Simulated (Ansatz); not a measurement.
# CH5BCl3N: how energies converge with the basis set

Aim: see how fast density functionals converge with the basis set for CH5BCl3N.

Method: one geometry, several basis sets; program: Ansatz 0.2.0, Gaussian basis.

Plan: PBE0-D4/def2-SVP; ωB97M-V/def2-SVP; PBE0-D4/def2-QZVPP; ωB97M-V/def2-QZVPP; the functionals' def2-TZVPP values are taken from earlier runs.

### Step 1. Structure used throughout

The geometry comes from an earlier relaxation with PBE0-D4 in a triple-zeta def2 set; it is a stationary point, not always the lowest conformer.

SMILES `C[NH2+][B-](Cl)(Cl)Cl`, 11 atoms, charge 0, spin multiplicity 1.

Atoms are counted from 1 here; the program's logs count them from 0.

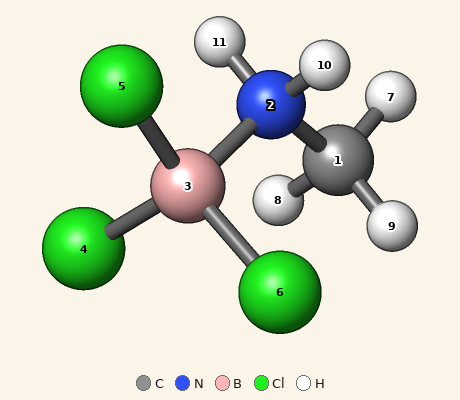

The geometry (carbon grey, nitrogen blue, boron pink, chlorine green, hydrogen white); atoms are numbered from 1 in the order of the file.

### Step 2. PBE0-D4 in def2-SVP

Input file in.yaml:

```yaml
crystal:
  periodic: [false, false, false]
  atoms:
    - {symbol: C, position_ang: [0.133876, -1.081922, 0.824139]}
    - {symbol: N, position_ang: [0.548424, -0.125419, -0.220774]}
    - {symbol: B, position_ang: [-0.486241, 1.056710, -0.591287]}
    - {symbol: Cl, position_ang: [-2.008442, 0.249700, -1.199378]}
    - {symbol: Cl, position_ang: [0.384946, 2.001252, -1.900760]}
    - {symbol: Cl, position_ang: [-0.735064, 2.032134, 0.933502]}
    - {symbol: H, position_ang: [0.914460, -1.825403, 0.982081]}
    - {symbol: H, position_ang: [-0.787400, -1.561476, 0.501922]}
    - {symbol: H, position_ang: [-0.052523, -0.526829, 1.740490]}
    - {symbol: H, position_ang: [1.415903, 0.337787, 0.045393]}
    - {symbol: H, position_ang: [0.737562, -0.613633, -1.094726]}
basis:
  gaussian: {orbitals: def2-SVP}
hamiltonian: {xc: pbe0, dispersion: d4}
output: {orbitals: {seedname: orbitals}}
```

On the command line:

```
$ ansatz run in.yaml --threads 4 --pin off --events-out ev --progress --plain --max-ram 11315MiB
```

Output:

```text
Functional definition: PBE0
  name "PBE0"
  cite "Adamo & Barone, J. Chem. Phys. 110, 6158 (1999) doi:10.1063/1.478522"
  cite "Perdew, Burke & Ernzerhof, Phys. Rev. Lett. 77, 3865 (1996) doi:10.1103/PhysRevLett.77.3865"
  parent pbe
  parameter a = 0.25
  parameter kappa = 0.804
  parameter beta = 0.06672455060314922
  exchange = (1 - a)*pbe_x(kappa = kappa, mu = beta*pi^2/3) + a*exact_x
  correlation = pbe_c(beta = beta)
1172 factors; integrals over basis functions are off by at most 1.4e-3 eV
mean field evaluation 1: about -40823.6064 eV, gradient 3.7e1 eV
mean field evaluation 2: about -40823.2418 eV, gradient 4.0e1 eV
mean field evaluation 4: about -40826.6722 eV, gradient 1.4e0 eV
mean field evaluation 8: about -40826.9644 eV, gradient 2.2e-1 eV
mean field evaluation 16: about -40826.9645 eV, gradient 3.8e-5 eV
mean field -40826.96449609 eV, -1500.3632717207 hartree, gradient 3.8e-5 eV, S^2 0.000000; 0 other end points of the search recorded, 0 dependent functions left out
reference -40826.96451997 eV, -1500.3632725984 hartree; 37, 37 occupied and 84, 84 virtual orbitals, 1172 factors
Total energy: -40827.26505958 eV, -1500.3743172255 hartree
```

Run time: 1.4 s. Hardware: 4 threads of Arm Neoverse V2, shared host; peak memory 0.28 GiB.

### Step 3. ωB97M-V in def2-SVP

in.yaml: that of step 2 with these lines changed.

```diff
@@ -16,3 +16,3 @@
   gaussian: {orbitals: def2-SVP}
-hamiltonian: {xc: pbe0, dispersion: d4}
+hamiltonian: {xc: {name: wB97M-V}}
 output: {orbitals: {seedname: orbitals}}
```

Same command.

Output (excerpt; [...] marks lines left out):

```text
Functional definition: wB97M-V
  name "wB97M-V"
  cite "Mardirossian & Head-Gordon, J. Chem. Phys. 144, 214110 (2016) doi:10.1063/1.4952647"
  cite "Becke, J. Chem. Phys. 107, 8554 (1997) doi:10.1063/1.475007"
  cite "Vydrov & Van Voorhis, J. Chem. Phys. 133, 244103 (2010) doi:10.1063/1.3521275"
  # Of w^i u^j: cxij and so on, Table III.
[...]
  gx(w, u) = 1 - cx + cx01*u + cx10*w
  gss(w, u) = css00 + css04*u^4 + css10*w + css20*w^2 + css43*w^4*u^3
  gos(w, u) = cos00 + cos10*w + (cos20 + cos21*u)*w^2 + (cos60 + cos61*u)*w^6
[...]
      + integral(e_c_pw_mod_opposite_spin*gos(b97_w_opposite, b97_u_opposite)) + vv10(b, c)
1172 factors; integrals over basis functions are off by at most 1.4e-3 eV
299 factors; integrals over basis functions are off by at most 7.3e-6 eV
[...]
mean field -40839.99911461 eV, -1500.8422851163 hartree, gradient 1.1e-5 eV, S^2 0.000000; 0 other end points of the search recorded, 0 dependent functions left out
reference -40839.99915009 eV, -1500.8422864200 hartree; 37, 37 occupied and 84, 84 virtual orbitals, 1172 factors
Total energy: -40839.99915009 eV, -1500.8422864200 hartree
```

Wall time 5 s (4 threads of Arm Neoverse V2, shared host); peak memory 0.42 GiB.

### Step 4. PBE0-D4 in def2-QZVPP

in.yaml: that of step 3 with these lines changed.

```diff
@@ -15,4 +15,4 @@
 basis:
-  gaussian: {orbitals: def2-SVP}
-hamiltonian: {xc: {name: wB97M-V}}
+  gaussian: {orbitals: "def2-QZVPP.json"}
+hamiltonian: {xc: pbe0, dispersion: d4}
 output: {orbitals: {seedname: orbitals}}
```

Same command.

Output:

```text
Functional definition: PBE0
  name "PBE0"
  cite "Adamo & Barone, J. Chem. Phys. 110, 6158 (1999) doi:10.1063/1.478522"
  cite "Perdew, Burke & Ernzerhof, Phys. Rev. Lett. 77, 3865 (1996) doi:10.1103/PhysRevLett.77.3865"
  parent pbe
  parameter a = 0.25
  parameter kappa = 0.804
  parameter beta = 0.06672455060314922
  exchange = (1 - a)*pbe_x(kappa = kappa, mu = beta*pi^2/3) + a*exact_x
  correlation = pbe_c(beta = beta)
1959 factors; their error is unknown
mean field evaluation 1: about -40838.7799 eV, gradient 5.3e1 eV
mean field evaluation 2: about -40835.7624 eV, gradient 6.5e1 eV
mean field evaluation 4: about -40844.5487 eV, gradient 2.9e0 eV
mean field evaluation 8: about -40844.5714 eV, gradient 5.7e-2 eV
mean field evaluation 16: about -40844.6110 eV, gradient 3.7e-5 eV
mean field -40844.61102897 eV, -1501.0117698428 hartree, gradient 3.7e-5 eV, S^2 0.000000; 0 other end points of the search recorded, 0 dependent functions left out
reference -40844.61106449 eV, -1501.0117711483 hartree; 37, 37 occupied and 494, 494 virtual orbitals, 1959 factors
Total energy: -40844.91160410 eV, -1501.0228157754 hartree
```

Wall time 12 s (4 threads of Arm Neoverse V2, shared host); peak memory 2.7 GiB.

### Step 5. ωB97M-V in def2-QZVPP

in.yaml: that of step 4 with these lines changed.

```diff
@@ -16,3 +16,3 @@
   gaussian: {orbitals: "def2-QZVPP.json"}
-hamiltonian: {xc: pbe0, dispersion: d4}
+hamiltonian: {xc: {name: wB97M-V}}
 output: {orbitals: {seedname: orbitals}}
```

Launched as before.

Output (excerpt; [...] marks lines left out):

```text
Functional definition: wB97M-V
  name "wB97M-V"
  cite "Mardirossian & Head-Gordon, J. Chem. Phys. 144, 214110 (2016) doi:10.1063/1.4952647"
  cite "Becke, J. Chem. Phys. 107, 8554 (1997) doi:10.1063/1.475007"
  cite "Vydrov & Van Voorhis, J. Chem. Phys. 133, 244103 (2010) doi:10.1063/1.3521275"
  # Of w^i u^j: cxij and so on, Table III.
[...]
  gx(w, u) = 1 - cx + cx01*u + cx10*w
  gss(w, u) = css00 + css04*u^4 + css10*w + css20*w^2 + css43*w^4*u^3
  gos(w, u) = cos00 + cos10*w + (cos20 + cos21*u)*w^2 + (cos60 + cos61*u)*w^6
[...]
      + integral(e_c_pw_mod_opposite_spin*gos(b97_w_opposite, b97_u_opposite)) + vv10(b, c)
1911 factors; their error is unknown
389 factors; integrals over basis functions are off by at most 1.2e-5 eV
[...]
mean field -40857.59445060 eV, -1501.4889017872 hartree, gradient 4.2e-5 eV, S^2 0.000000; 0 other end points of the search recorded, 0 dependent functions left out
reference -40857.59450676 eV, -1501.4889038510 hartree; 37, 37 occupied and 494, 494 virtual orbitals, 1911 factors
Total energy: -40857.59450676 eV, -1501.4889038510 hartree
```

Run time: 26 s. Hardware: 4 threads of Arm Neoverse V2, shared host; peak memory 3.2 GiB.

### Step 6. Density functionals: the series

The def2-TZVPP values come from earlier runs at the same geometry.

```
functional       basis  functions  energy (eV)  from the largest (eV)  HOMO (eV)  LUMO (eV)
   PBE0-D4    def2-SVP        121  -40827.2651                 17.647      -7.69       0.55
   PBE0-D4  def2-TZVPP        289  -40843.6301                  1.282      -7.97      -0.01
   PBE0-D4  def2-QZVPP        531  -40844.9116                  0.000      -8.02      -0.36
   ωB97M-V    def2-SVP        121  -40839.9992                 17.595      -9.88       2.19
   ωB97M-V  def2-TZVPP        289  -40856.3728                  1.222     -10.22       1.42
   ωB97M-V  def2-QZVPP        531  -40857.5945                  0.000     -10.29       0.80
```

### Step 7. Outcome

```
                                       quantity           value
PBE0-D4: double and triple zeta above quadruple  17.65, 1.28 eV
ωB97M-V: double and triple zeta above quadruple  17.60, 1.22 eV
```

**Reading.** For PBE0-D4 the step from double to triple zeta gains 16.37 eV and the next only 1.28 eV. These are total energies; as a rule much of such shifts cancels in differences, which this series doesn't test. The LUMO of ωB97M-V is positive and keeps falling with the basis (2.19 to 0.80 eV): an unbound level that the basis holds in place.

For PBE0-D4 the largest set took about 9 times as long as the smallest (12 s against 1.4 s).
